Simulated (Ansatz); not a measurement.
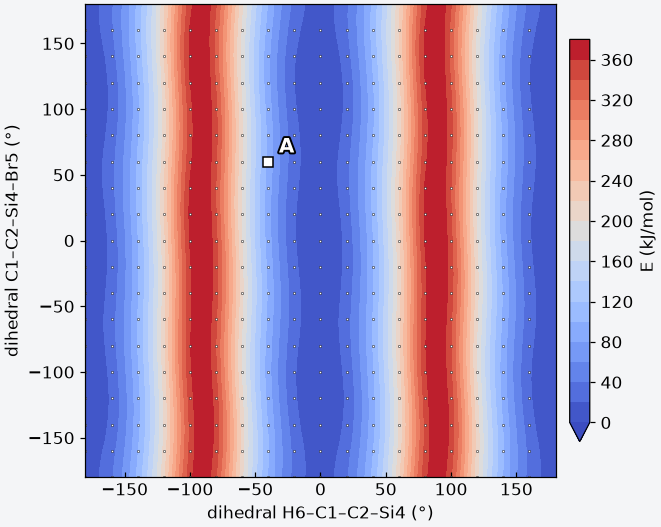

C₂H₄BrFSi, SMILES C=C(F)[SiH2]Br. The first coordinate is: dihedral H6–C1–C2–Si4; the second: dihedral C1–C2–Si4–Br5. Nothing is relaxed (all other coordinates rigid). Grid: 18 × 18 points. Energies: kJ/mol, counted from the lowest grid point. The dihedral twists a double bond; near 90° a spin-restricted reference is unreliable. Theory: RHF/def2-SVP in Ansatz 0.2.0.

The picture shows filled contours, dots at the grid points, the point A. Between grid points the surface is interpolated.

Which way does the force act at A, and how strong is it?

Answer. A, at dihedral H6–C1–C2–Si4 = −40°, dihedral C1–C2–Si4–Br5 = 60°, is not a stationary point. The computed force is 4.3 kJ/mol for each degree towards larger values of dihedral H6–C1–C2–Si4 and 0.14 kJ/mol for each degree towards smaller values of dihedral C1–C2–Si4–Br5.
